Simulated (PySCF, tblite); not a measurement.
# C₆H₉ClO₂Si: geometry, infrared bands and NMR shifts

Wanted: the infrared bands and NMR shifts of C₆H₉ClO₂Si (`CC(C)=C(C=O)C(=O)[SiH2]Cl`), by calculation.

Computed with tblite 0.8.0 and PySCF 2.14.0, with density-fitted response routines of our own, on a single molecule in the gas phase. Atoms count from 0, in the outputs and in this text.

**1. Starting geometry**

19 atoms, charge 0, multiplicity 1; geometry from: force field or distance geometry start.

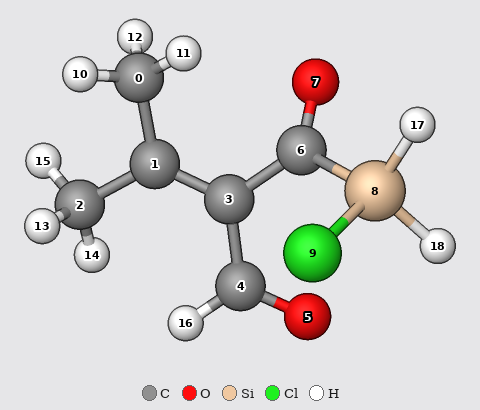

The starting geometry (carbon grey, oxygen red, silicon light orange, chlorine green, hydrogen white), atoms numbered.

**2. Relaxing the molecule with GFN2-xTB**

Job settings and geometry (Å):

```
{"job": {"kind": "relax", "xc": "GFN2-xTB", "basis": "xTB"}, "charge": 0, "multiplicity": 1}
C     -1.673400     0.206700     1.253700
C     -1.093100     0.020200    -0.135000
C     -2.121300    -0.434100    -1.121100
C      0.220600     0.231900    -0.421800
C      0.772700    -0.090000    -1.753800
O      1.883800     0.280100    -2.114800
C      1.130700     0.807300     0.620200
O      0.822100     1.770200     1.324000
Si     2.828300     0.030900     0.936300
Cl     2.695200    -2.017300     0.771500
H     -2.396200    -0.597000     1.472200
H     -0.944000     0.173800     2.058400
H     -2.222600     1.164300     1.314900
H     -2.305300    -1.506800    -1.031000
H     -1.868000    -0.197600    -2.158000
H     -3.079700     0.092700    -0.929700
H      0.141900    -0.680900    -2.431200
H      3.304400     0.266100     2.325300
H      3.894100     0.488800     0.012400
```

On the command line:

```bash
$ OMP_NUM_THREADS=1 python probes_run.py task.json out
```

This one command runs all jobs of the session in turn.

Standard output:

```text
step      E/eV     max force
  0    -866.08133    1.633
  1    -866.14944    1.607
  2    -866.20083    0.389
  3    -866.21951    0.418
  4    -866.23316    0.463
  5    -866.24418    0.318
  6    -866.25458    0.245
  7    -866.26182    0.272
  8    -866.26843    0.241
  9    -866.27638    0.214
 10    -866.28419    0.292
 11    -866.29200    0.308
 12    -866.29993    0.259
 13    -866.30730    0.218
 14    -866.31437    0.219
 15    -866.32225    0.235
 16    -866.33181    0.272
 17    -866.34218    0.294
 18    -866.35068    0.213
 19    -866.35694    0.154
 20    -866.36161    0.237
 21    -866.36606    0.246
 22    -866.37102    0.221
 23    -866.37615    0.283
 24    -866.38153    0.222
 25    -866.38533    0.150
 26    -866.38857    0.148
 27    -866.39078    0.122
 28    -866.39255    0.096
 29    -866.39474    0.114
 30    -866.39765    0.128
 31    -866.40067    0.131
 32    -866.40304    0.111
 33    -866.40475    0.171
 34    -866.40631    0.135
 35    -866.40814    0.155
 36    -866.41070    0.103
 37    -866.41247    0.120
 38    -866.41489    0.124
 39    -866.41813    0.152
 40    -866.42177    0.137
 41    -866.42478    0.136
 42    -866.42724    0.147
 43    -866.42973    0.126
 44    -866.43237    0.138
 45    -866.43502    0.135
 46    -866.43741    0.161
 47    -866.44038    0.160
 48    -866.44330    0.169
 49    -866.44566    0.099
 50    -866.44644    0.083
 51    -866.44780    0.091
 52    -866.44940    0.112
 53    -866.45161    0.140
 54    -866.45355    0.141
 55    -866.45496    0.105
 56    -866.45591    0.085
 57    -866.45671    0.081
 58    -866.45741    0.062
 59    -866.45791    0.044
 60    -866.45834    0.059
 61    -866.45894    0.088
 62    -866.45957    0.079
 63    -866.46005    0.045
 64    -866.46037    0.046
 65    -866.46071    0.056
 66    -866.46112    0.079
 67    -866.46154    0.065
 68    -866.46186    0.055
 69    -866.46212    0.044
 70    -866.46242    0.053
 71    -866.46278    0.054
 72    -866.46308    0.040
 73    -866.46328    0.040
 74    -866.46345    0.028
 75    -866.46364    0.039
 76    -866.46383    0.031
 77    -866.46398    0.035
 78    -866.46412    0.031
 79    -866.46429    0.045
 80    -866.46452    0.047
 81    -866.46475    0.041
 82    -866.46493    0.035
 83    -866.46508    0.029
 84    -866.46523    0.036
 85    -866.46539    0.031
 86    -866.46554    0.028
 87    -866.46568    0.031
 88    -866.46581    0.032
 89    -866.46596    0.027
 90    -866.46614    0.033
 91    -866.46634    0.036
 92    -866.46656    0.037
 93    -866.46674    0.037
 94    -866.46686    0.025
 95    -866.46694    0.027
 96    -866.46701    0.022
 97    -866.46710    0.025
 98    -866.46722    0.029
 99    -866.46733    0.029
100    -866.46741    0.021
101    -866.46748    0.019
102    -866.46754    0.017
103    -866.46758    0.015
104    -866.46762    0.014
105    -866.46766    0.019
106    -866.46770    0.021
107    -866.46774    0.014
108    -866.46776    0.015
109    -866.46778    0.011
110    -866.46780    0.012
111    -866.46782    0.011
112    -866.46784    0.014
113    -866.46787    0.016
114    -866.46790    0.015
115    -866.46794    0.019
116    -866.46799    0.018
117    -866.46802    0.014
118    -866.46805    0.014
119    -866.46809    0.026
120    -866.46817    0.037
121    -866.46828    0.039
122    -866.46842    0.026
123    -866.46854    0.022
124    -866.46863    0.023
125    -866.46869    0.031
126    -866.46878    0.029
127    -866.46887    0.029
128    -866.46895    0.029
129    -866.46902    0.025
130    -866.46910    0.035
131    -866.46918    0.033
132    -866.46929    0.023
133    -866.46938    0.019
134    -866.46944    0.022
135    -866.46950    0.024
136    -866.46956    0.021
137    -866.46964    0.018
138    -866.46969    0.015
139    -866.46972    0.010
140    -866.46973    0.009
```

Wall time 2.6 s (1 thread of Arm Neoverse N1, shared host); peak memory 0.18 GiB.

Relaxation path: (not every step is listed)

| step | energy from step 0 (eV) | largest force (eV/Å) |
| --- | --- | --- |
| 0 | 0.0000 | 1.6330 |
| 1 | -0.0681 | 1.6074 |
| 2 | -0.1195 | 0.3888 |
| 3 | -0.1382 | 0.4184 |
| 4 | -0.1518 | 0.4625 |
| 5 | -0.1629 | 0.3177 |
| 6 | -0.1733 | 0.2450 |
| 7 | -0.1805 | 0.2722 |
| 8 | -0.1871 | 0.2412 |
| 20 | -0.2803 | 0.2372 |
| 32 | -0.3217 | 0.1111 |
| 44 | -0.3510 | 0.1379 |
| 56 | -0.3746 | 0.0847 |
| 68 | -0.3805 | 0.0548 |
| 80 | -0.3832 | 0.0473 |
| 92 | -0.3852 | 0.0375 |
| 104 | -0.3863 | 0.0141 |
| 116 | -0.3867 | 0.0177 |
| 128 | -0.3876 | 0.0289 |
| 135 | -0.3882 | 0.0237 |
| 136 | -0.3882 | 0.0206 |
| 137 | -0.3883 | 0.0182 |
| 138 | -0.3884 | 0.0149 |
| 139 | -0.3884 | 0.0096 |
| 140 | -0.3884 | 0.0093 |

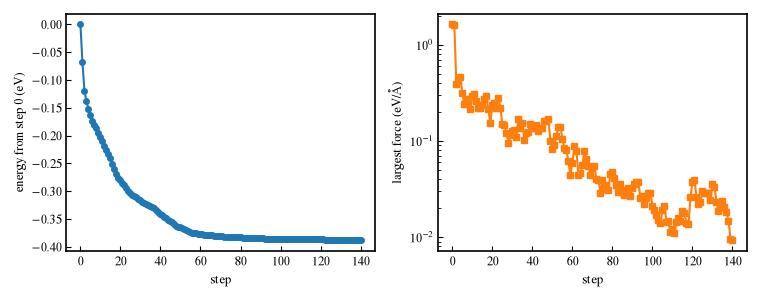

Energy and largest force along the relaxation.

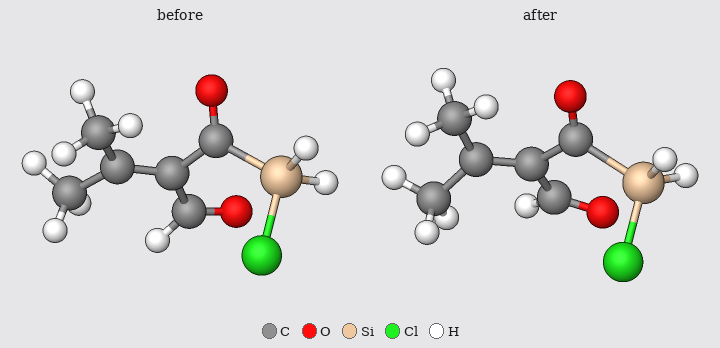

The geometry before (left) and after (right).

Distances of close pairs at the start and the end, largest changes first:

| bond | before (Å) | after (Å) | change (Å) |
| --- | --- | --- | --- |
| C6–Si8 | 1.893 | 1.939 | +0.046 |
| Si8–Cl9 | 2.059 | 2.020 | -0.039 |
| C3–C4 | 1.477 | 1.441 | -0.036 |
| Si8–H18 | 1.483 | 1.451 | -0.032 |
| C0–C1 | 1.517 | 1.484 | -0.032 |
| C2–H15 | 1.110 | 1.088 | -0.022 |
| C6–O7 | 1.232 | 1.211 | -0.021 |
| C3–C6 | 1.498 | 1.480 | -0.018 |

The next job starts from the end point, and lists it.

**3. Vibrational analysis with GFN2-xTB**

Job settings and geometry (Å):

```
{"job": {"kind": "ir", "xc": "GFN2-xTB", "basis": "xTB"}, "charge": 0, "multiplicity": 1}
C     -1.848062     0.483076     1.177720
C     -1.174337     0.076606    -0.080782
C     -2.019604    -0.707715    -1.027762
C      0.148296     0.312336    -0.312323
C      0.815872     0.114629    -1.573943
O      2.021782    -0.004758    -1.682017
C      1.097002     0.669721     0.766185
O      0.800090     1.327835     1.738916
Si     2.879294    -0.081297     0.621056
Cl     2.728991    -2.066658     0.281101
H     -2.657334    -0.198973     1.429600
H     -1.142254     0.562993     2.003539
H     -2.270745     1.480207     1.043215
H     -2.034463    -1.749987    -0.704569
H     -1.645554    -0.687013    -2.046847
H     -3.044778    -0.343648    -1.007248
H      0.196090     0.173532    -2.482874
H      3.296968    -0.003261     2.027574
H      3.842942     0.651626    -0.178002
```

Standard output:

```text
mode    cm-1     km/mol
  1      31.7      5.63
  2      53.1      0.61
  3      74.0      2.50
  4      88.3      4.66
  5     126.8      0.17
  6     152.2     23.40
  7     172.1      5.64
  8     190.6     22.44
  9     234.3      9.15
 10     304.0     18.58
 11     329.6      0.66
 12     359.5     11.57
 13     390.3      0.08
 14     426.6     11.51
 15     445.6     18.40
 16     484.8     10.85
 17     514.5     70.66
 18     557.2     18.36
 19     577.3     21.29
 20     629.3     42.93
 21     707.8    131.00
 22     745.1    263.50
 23     850.1     14.15
 24     881.2    185.86
 25     899.1     13.12
 26     933.6      6.66
 27     982.0      0.78
 28     991.2      3.28
 29    1045.4     24.15
 30    1132.3     12.36
 31    1200.1     23.33
 32    1268.3    112.07
 33    1351.8     34.74
 34    1390.2     41.32
 35    1392.5     45.85
 36    1440.3     10.62
 37    1451.4      5.18
 38    1461.3      6.98
 39    1463.3     33.24
 40    1581.5    295.46
 41    1664.0    394.01
 42    1717.2    190.19
 43    2211.4    272.47
 44    2358.7    169.40
 45    2821.7     80.99
 46    2984.9      1.91
 47    2989.8      5.24
 48    3021.2      3.67
 49    3032.9      4.09
 50    3036.9     21.32
 51    3060.4     12.30
```

Run time: 1.8 s. Hardware: 1 thread of Arm Neoverse N1, shared host; peak memory 0.18 GiB.

The strongest bands and the atoms that carry them (share of the mass-weighted mode):

| cm⁻¹ | km/mol | atoms |
| --- | --- | --- |
| 708 | 131.0 | H17 28 %, C4 27 %, C3 14 %, O7 10 % |
| 745 | 263.5 | H17 47 %, C4 10 % |
| 881 | 185.9 | H18 57 %, H17 35 % |
| 1582 | 295.5 | C1 45 %, C3 40 % |
| 1664 | 394.0 | C4 52 %, O5 33 % |
| 1717 | 190.2 | C6 50 %, O7 33 % |
| 2211 | 272.5 | H17 94 % |
| 2359 | 169.4 | H18 94 % |

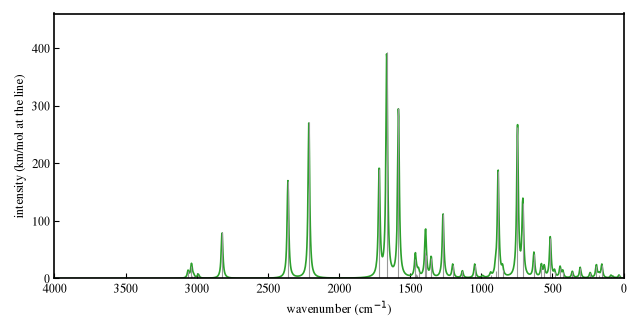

The infrared spectrum from these modes, unscaled. Lines are broadened to a width of 14 cm⁻¹ (Lorentzian).

**4. NMR shieldings: PBE0/pcSseg-1**

Settings changed since step 3:

```diff
@@ -1,2 +1,2 @@
-{"job": {"kind": "ir", "xc": "GFN2-xTB", "basis": "xTB"}, "charge": 0, "multiplicity": 1}
+{"job": {"kind": "nmr", "xc": "PBE0", "basis": "pcSseg-1"}, "charge": 0, "multiplicity": 1}
 C     -1.848062     0.483076     1.177720
```

Level: GIAO PBE0/pcSseg-1 NMR shielding, non-relativistic, gas phase.

Standard output:

```text
coarse grid: 17520 points
cycle   1  E = -1133.1148117225  dE =  1.582e+00  |g| = 1.047e+00  |ddm| = 4.148e+00
cycle   2  E = -1132.2447541993  dE =  8.701e-01  |g| = 2.316e+00  |ddm| = 3.763e+00
cycle   3  E = -1133.3269538530  dE = -1.082e+00  |g| = 2.186e-01  |ddm| = 3.010e+00
cycle   4  E = -1133.3370231265  dE = -1.007e-02  |g| = 9.750e-02  |ddm| = 3.463e-01
cycle   5  E = -1133.3391066343  dE = -2.084e-03  |g| = 3.348e-02  |ddm| = 1.263e-01
cycle   6  E = -1133.3393134044  dE = -2.068e-04  |g| = 1.111e-02  |ddm| = 3.395e-02
cycle   7  E = -1133.3393362370  dE = -2.283e-05  |g| = 3.861e-03  |ddm| = 1.256e-02
cycle   8  E = -1133.3393394651  dE = -3.228e-06  |g| = 1.508e-03  |ddm| = 5.204e-03
final grid: 161688 points
cycle   9  E = -1133.4173390676  dE = -1.893e-05  |g| = 1.565e-02  |ddm| = 3.984e-02
cycle  10  E = -1133.4171825768  dE =  1.565e-04  |g| = 3.252e-02  |ddm| = 4.128e-02
cycle  11  E = -1133.4173850225  dE = -2.024e-04  |g| = 2.333e-03  |ddm| = 3.003e-02
cycle  12  E = -1133.4173861485  dE = -1.126e-06  |g| = 2.802e-04  |ddm| = 2.022e-03
cycle  13  E = -1133.4173861649  dE = -1.641e-08  |g| = 7.704e-05  |ddm| = 3.168e-04
cycle  14  E = -1133.4173861657  dE = -8.097e-10  |g| = 5.417e-05  |ddm| = 1.227e-04
cycle  15  E = -1133.4173861663  dE = -5.748e-10  |g| = 1.536e-05  |ddm| = 6.620e-05
converged SCF energy = -1133.4173861663

GIAO shielding tensors (ppm)
atom      isotropic    diamagn.    paramagn.     s11        s22        s33       span
  0 C      159.686     248.249     -88.563    139.609    155.727    183.722     44.114
  1 C        4.410     262.051    -257.641    -91.525    -58.247    163.003    254.528
  2 C      162.385     248.958     -86.573    145.354    159.406    182.394     37.041
  3 C       45.108     268.715    -223.607    -35.189     26.679    143.833    179.022
  4 C      -10.174     249.193    -259.367   -103.189    -28.778    101.446    204.634
  5 O     -265.334     403.513    -668.847   -806.624   -364.481    375.103   1181.727
  6 C      -47.588     248.148    -295.736   -155.573    -76.802     89.610    245.183
  7 O     -458.415     402.573    -860.987  -1322.359   -428.430    375.545   1697.905
  8 Si     396.992     877.401    -480.409    357.361    381.748    451.867     94.506
  9 Cl     995.155    1149.441    -154.287    923.882   1013.250   1048.332    124.450
 10 H       30.081      29.967       0.114     25.831     29.563     34.848      9.017
 11 H       27.838      31.316      -3.477     22.670     27.463     33.382     10.711
 12 H       29.502      29.162       0.340     26.228     26.670     35.609      9.381
 13 H       29.393      29.794      -0.400     25.932     27.422     34.825      8.892
 14 H       28.954      31.395      -2.441     24.456     28.119     34.288      9.831
 15 H       29.650      29.037       0.613     25.238     28.840     34.873      9.634
 16 H       21.478      30.903      -9.425     19.161     20.982     24.290      5.129
 17 H       26.882      27.689      -0.807     23.290     25.123     32.234      8.943
 18 H       26.234      28.047      -1.813     22.702     25.103     30.897      8.196
```

Run time: 2 min. Hardware: 1 thread of Arm Neoverse N1, shared host; peak memory 1.1 GiB.

Shifts follow as δ = σ(reference) − σ, with reference shieldings (ppm) from runs at the same level and on the same kind of geometry: 1H TMS 31.72, 13C TMS 186.9, 29Si TMS 349.2, 17O H2O 336.1, 35Cl HCl 950. The references are single molecules in the gas phase, so shifts against H2O, NH3, PH3, H3PO4 or CFCl3 are not on the usual liquid scales and can be off by tens of ppm. Atoms listed in one row are averaged.

| atoms | environment | σ (ppm) | δ (ppm) | δ scaled to CDCl3 |
| --- | --- | --- | --- | --- |
| C6 | carbonyl carbon | -47.6 | 234.5 | 227.0 |
| C4 | aldehyde carbonyl carbon | -10.2 | 197.1 | 190.5 |
| C1 | β carbon of a C=C–C=O unit | 4.4 | 182.5 | 176.2 |
| C3 | α carbon of a C=C–C=O unit | 45.1 | 141.8 | 136.5 |
| C0 | allylic methyl carbon | 159.7 | 27.2 | 24.7 |
| C2 | allylic methyl carbon | 162.4 | 24.5 | 22.0 |
| H16 | hydrogen on an aldehyde carbonyl carbon | 21.48 | 10.24 | 9.76 |
| H17, H18 | hydrogen on a silicon bonded to C, Cl | 26.56 | 5.16 | – |
| H10, H11, H12 | hydrogen on an allylic methyl carbon | 29.14 | 2.58 | 2.53 |
| H13, H14, H15 | hydrogen on an allylic methyl carbon | 29.33 | 2.38 | 2.35 |
| O7 | carbonyl oxygen | -458.4 | 794.5 | – |
| O5 | aldehyde oxygen | -265.3 | 601.4 | – |
| Si8 | silicon bonded to C, Cl, 2 H | 397.0 | -47.8 | – |
| Cl9 | chlorine bonded to Si | 995 | -45 | – |

The scaled column applies a straight-line fit of computed shieldings to shifts measured in CDCl3, with any fitted terms for Cl, Br or S neighbours (root-mean-square error 0.16 ppm for H, 1.9 ppm for C).

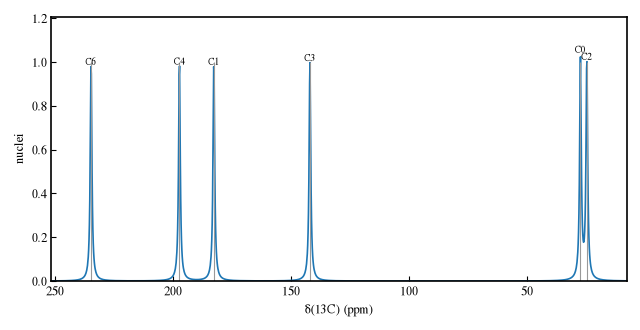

13C lines at the computed shifts, without couplings. Lines are broadened to a width of 0.84 ppm (Lorentzian).

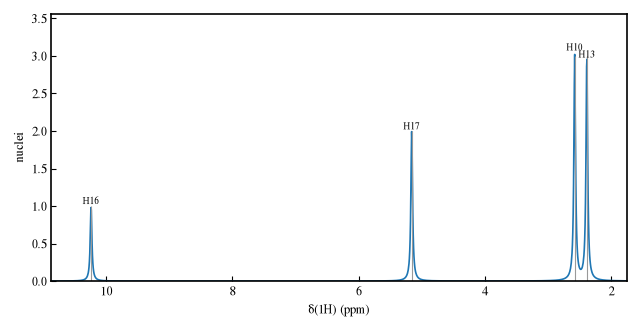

1H lines at the computed shifts, without couplings. Lines are broadened to a width of 0.03 ppm (Lorentzian).

Charges from the same density, by scheme (e):

| atoms | Mulliken | IAO | Hirshfeld | ESP fit |
| --- | --- | --- | --- | --- |
| C0 | -0.14 | -0.44 | -0.11 | -0.52 |
| C1 | -0.35 | 0.14 | 0.09 | 0.48 |
| C2 | -0.15 | -0.43 | -0.11 | -0.65 |
| C3 | -0.26 | -0.16 | -0.05 | -0.51 |
| C4 | 0.38 | 0.24 | 0.12 | 0.48 |
| O5 | -0.42 | -0.40 | -0.18 | -0.46 |
| C6 | 0.08 | 0.12 | 0.07 | 0.52 |
| O7 | -0.36 | -0.38 | -0.19 | -0.45 |
| Si8 | 0.73 | 0.76 | 0.30 | 0.32 |
| Cl9 | -0.33 | -0.32 | -0.14 | -0.19 |

Mulliken charges:

C0 -0.14; C1 -0.35; C2 -0.15; C3 -0.26; C4 0.38; O5 -0.42; C6 0.08; O7 -0.36; Si8 0.73; Cl9 -0.33; H10 0.12; H11 0.17; H12 0.16; H13 0.16; H14 0.13; H15 0.14; H16 0.10; H17 -0.09; H18 -0.06

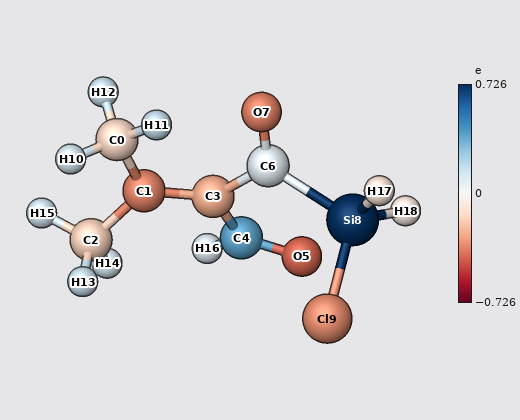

Mulliken charges, as colours on the atoms.

Mayer bond orders: C0–C1 1.13, C1–C2 1.12, C1–C3 1.55, C3–C4 1.11, C4–O5 1.79, C3–C6 0.95, C6–O7 1.91, C6–Si8 0.80, Si8–Cl9 0.96.

**5. Results**

```
                                                              quantity                                       value
                             strongest single infrared mode (GFN2-xTB)                       1664 cm⁻¹, 394 km/mol
                                          zero-point energy (GFN2-xTB)                               83.2 kcal/mol
                                13C shifts against TMS (PBE0/pcSseg-1)  234.5, 197.1, 182.5, 141.8, 27.2, 24.5 ppm
1H shifts against TMS (PBE0/pcSseg-1, means over atoms taken as alike)                 10.24, 5.16, 2.58, 2.38 ppm
                                17O shifts against H2O (PBE0/pcSseg-1)                            794.5, 601.4 ppm
                               29Si shifts against TMS (PBE0/pcSseg-1)                                   -47.8 ppm
                               35Cl shifts against HCl (PBE0/pcSseg-1)                                     -45 ppm
```

The optimisation took 140 steps and gained 0.388 eV; among the close pairs (by a distance rule), C6–Si8 changed most, from 1.893 to 1.939 Å. All 51 modes are real, so the xTB geometry is a minimum. The strongest single mode, at 1664 cm⁻¹, moves mainly C4 and O5. Unscaled tight-binding wavenumbers are off by several per cent, some by more. Its intensities can rank the bands wrongly. H16 (hydrogen on an aldehyde carbonyl carbon) lies farthest downfield among hydrogen, at 10.24 ppm; the formyl region, downfield of aromatic protons. At PBE0/pcSseg-1: The largest span, 1698 ppm, is at O7, where the paramagnetic term is -861 ppm.
